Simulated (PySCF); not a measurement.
Input file:

```
{"job": {"kind": "nmr", "xc": "PBE0", "basis": "pcSseg-1"}, "charge": 0, "multiplicity": 1}
Si    -0.052561    -0.080161     0.002000
P     -0.064937     0.089215     2.363954
H      0.428741     1.308211     2.880314
H      0.746331    -0.865283     3.016817
H     -1.293058    -0.045496     3.055010
P      0.090373    -0.065748    -2.361980
H      1.190979     0.638747    -2.900021
H     -1.006350     0.553230    -3.000148
H      0.172583    -1.302123    -3.046107
Cl     2.113366     0.154388     0.178267
Cl    -2.201480    -0.298662    -0.137123
Cl    -0.259819     2.089411    -0.179274
Cl     0.166461    -2.227847     0.150490
```

Command:

```sh
OMP_NUM_THREADS=1 python probes_run.py task.json out
```

Geometry: PBE0-D3(BJ)/def2-SVP.

Theory: PBE0/pcSseg-1, SCF density, gas phase, non-relativistic (PySCF).

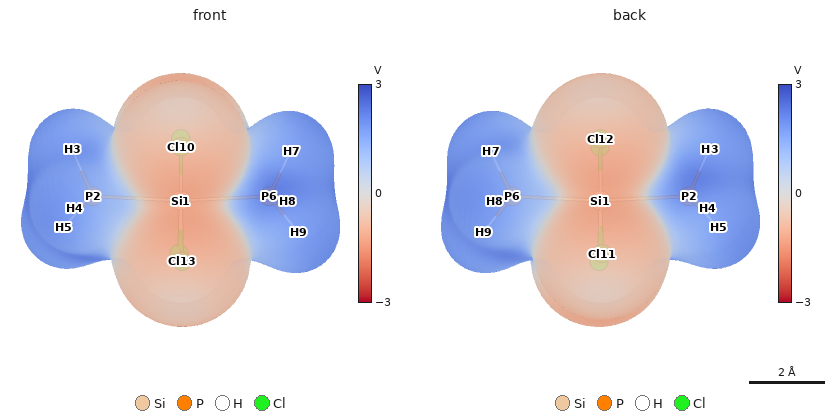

Cl$_{4}$H$_{6}$P$_{2}$Si (SMILES P->[Si](<-P)(Cl)(Cl)(Cl)Cl). The molecular electrostatic potential painted on the density surface at 0.004 e/bohr³, seen from the front and from behind; red is negative and blue positive.

### Where is the surface potential most negative and most positive?

The most negative region (about −1.3 V) lies over Cl10, Cl11, Cl12 and Cl13, the most positive (about +2.2 V) over P2 and P6.

### What dipole moment does the calculation give?

Its dipole moment is 0.38 D.
